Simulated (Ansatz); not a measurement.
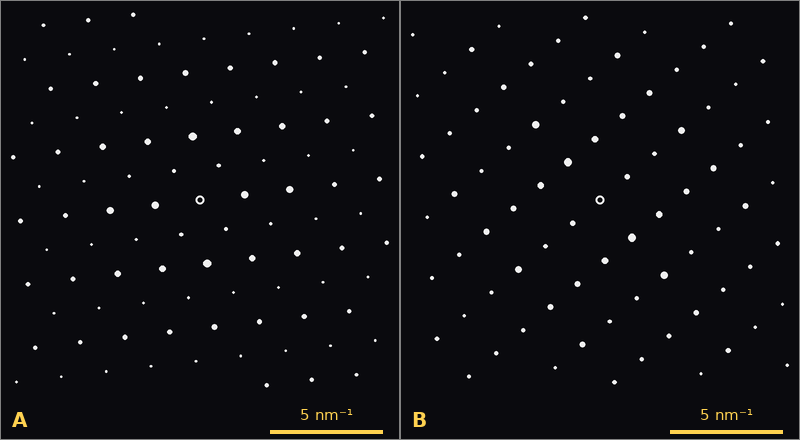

Kinematic electron diffraction patterns (120 kV, B = 0.5 Å², same scale, each along a low-index zone) of two structures of composition Cs2Mg, each relaxed at zero pressure with Ansatz 0.2.0, DFT PBE, scalar-relativistic, plane waves, PAW.

The structures (standard cells):
1. Fm-3m (No. 225), a = 9.843 Å, 12 atoms; generated start, possibly hypothetical
2. P6/mmm (No. 191), a = 7.191 Å, c = 4.495 Å (hexagonal axes), 3 atoms; generated start, possibly hypothetical

### Which pattern belongs to which structure, and along which zone?

A is structure 1 along [110] or an equivalent direction: centred rectangular net of -1 1 -1 at d = 5.68 Å and -1 1 1 at d = 5.68 Å, 70.5° apart. B is structure 2 along [100] or an equivalent direction: rectangular net of 0 1 0 at d = 6.23 Å and 0 0 1 at d = 4.49 Å, 90.0° apart.

### Rank the structures by their computed energy.

Structure 1 (Fm-3m, 79.47 Å³ an atom) is the lowest of these; structure 2 (P6/mmm, 67.09 Å³ an atom) lies about 68 meV an atom higher. These are static energies at 0 K; other structures, not shown, may lie lower still.
